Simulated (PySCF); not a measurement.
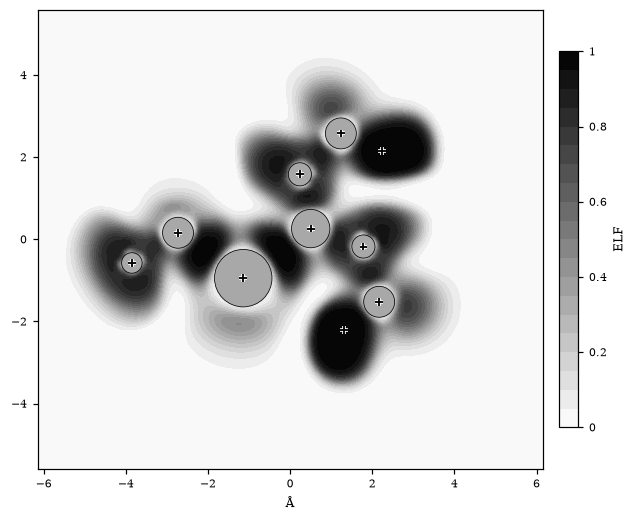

The ELF on a plane through atoms (crosses mark nuclei in the plane; grey discs cover the cores).

Level of theory: PBE0/pcSseg-1, SCF density, gas phase, non-relativistic (PySCF 2.14.0).

Candidates:
A. C$_{6}$H$_{6}$F$_{2}$ (SMILES C=C/C(F)=C(/F)C=C)
B. C$_{3}$H$_{8}$BF$_{3}$O$_{2}$Si (SMILES COB(OC)[SiH2]C(F)(F)F)

Question: Which candidate gave the map?

Answer: Candidate B: C$_{3}$H$_{8}$BF$_{3}$O$_{2}$Si on the plane of atoms O2, B3 and Si6, which holds C, O, B, Si, F and H. C–F (1.34 Å): the ELF peaks at about 0.85 between the atoms, as expected for a polar covalent bond. B–O (1.35 Å): the ELF peaks at about 0.90 between the atoms: a short, strongly polar bond.
